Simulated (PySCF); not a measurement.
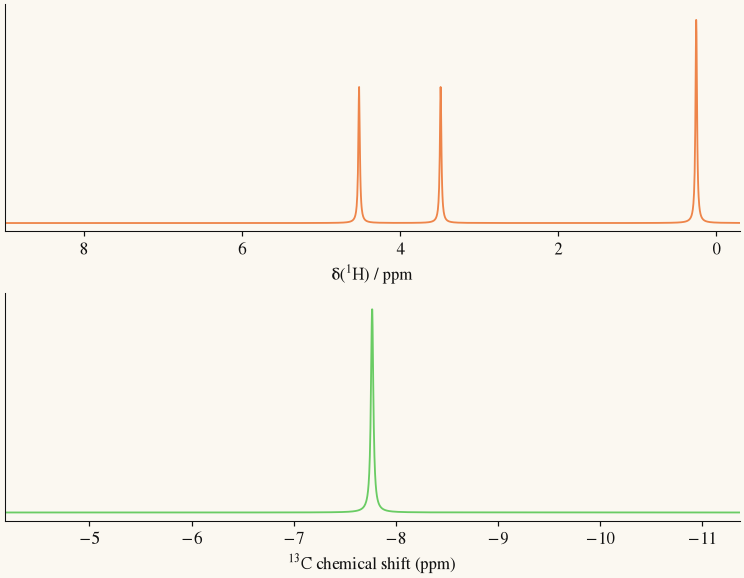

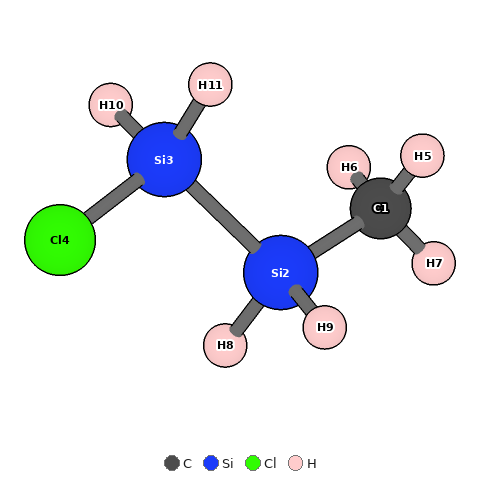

Spectrum and numbered structure of CH₇ClSi₂, SMILES C[SiH2][SiH2]Cl. GIAO shifts, WP04/pcSseg-2 in PySCF, at a PBE0-D3(BJ)/def2-SVP geometry (no frequency check), against TMS for ¹H and TMS for ¹³C computed at the same level. Gas phase, fully decoupled, line heights follow the number of nuclei, widths are arbitrary (no quadrupolar broadening); values of one conformer, averaged over methyl-type rotors and exact or near symmetry; other conformers aren't averaged in.

Which atoms give which ¹H line?

```tsv
δ (ppm)	nuclei	atoms
4.52	2	H10, H11
3.48	2	H8, H9
0.25	3	H5, H6, H7
```

Where does the ¹³C line lie?

At −7.8 ppm (C1).
